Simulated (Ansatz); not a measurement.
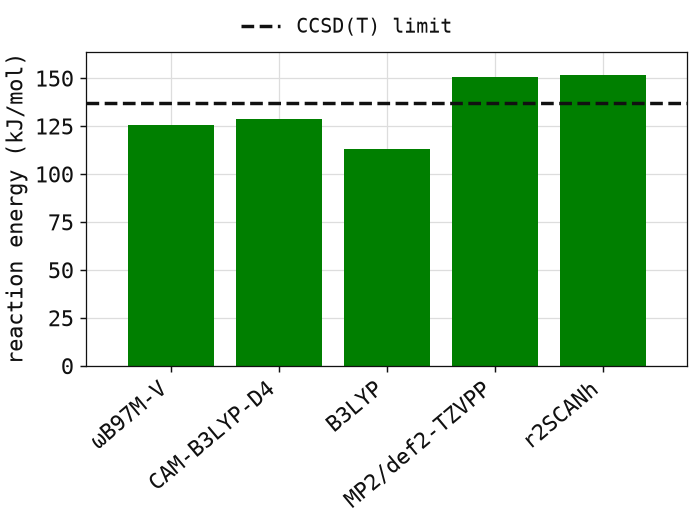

Electronic reaction energy of AlGeH₄F ([F][GeH2][AlH2]) → AlH₃ ([AlH3]) + GeHF ([F][GeH]) [singlet] (SMILES in brackets) at several levels (functionals in def2-TZVPP unless a basis is named), isolated molecules at PBE0-D4 triple-zeta geometries, minima by their frequencies, no zero-point or thermal terms, the Ansatz code 0.2.0. The line is frozen-core CCSD(T) at the basis limit (MP2 extrapolated from triple and quadruple zeta, plus CCSD(T) less MP2 in a smaller set). No dispersion term is added to B3LYP and r2SCANh. The distance of MP2/def2-TZVPP to the limit includes basis error. The limit lies 5.9 kJ/mol from CCSD(T)/def2-TZVPP, so the line itself is uncertain by a part of that.

**Which level comes closest to the line (CCSD(T) limit), and which misses most?**

Closest CAM-B3LYP-D4 (129.0 kJ/mol), against 137.3 kJ/mol; farthest B3LYP (113.0 kJ/mol).

**What do zero-point energy and temperature add?**

Zero-point change −13.4 kJ/mol; at 298.15 K and 1 bar the CCSD(T) limit plus thermal terms gives an enthalpy of reaction of 126.6 and a free energy of 87.7 kJ/mol (harmonic PBE0-D4 modes, ideal gas).

Note: no scalar relativity up to krypton; outer-core shells are correlated without core-valence functions, which makes the correlated values less sure.
